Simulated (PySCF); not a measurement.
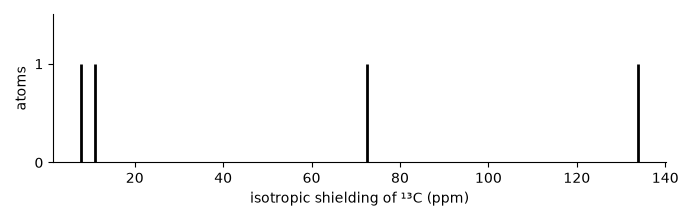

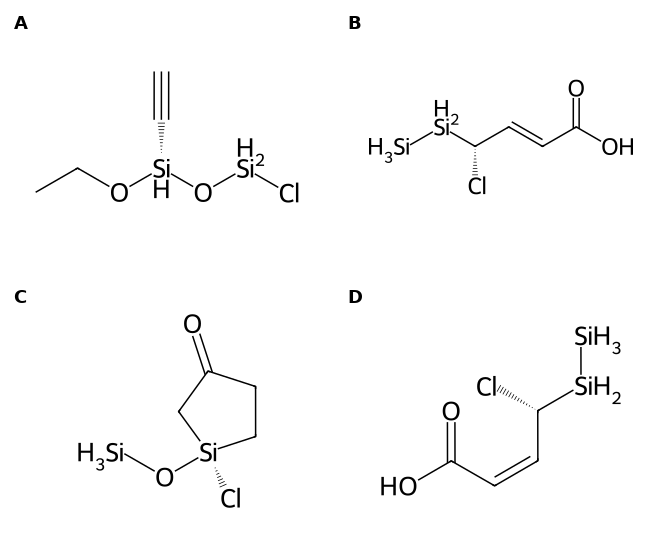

The sticks are computed shieldings of one of the molecules, for one fixed geometry (GFN2-xTB) without averaging over rotations. Low shielding means a high chemical shift. Method: GIAO PBE0/pcSseg-1 NMR shielding, non-relativistic, gas phase (PySCF 2.14.0).

### Which molecule gives this pattern?

D, `O=C(O)/C=C\[C@H](Cl)[SiH2][SiH3]`. Its 4 C atoms give lines at 7.8, 11.1, 72.6, 133.8 ppm.

The geometry is semi-empirical. Around Si such bond lengths and angles can be off by a tenth of an ångström or more and by several degrees, and values that hang on the shape move with them.
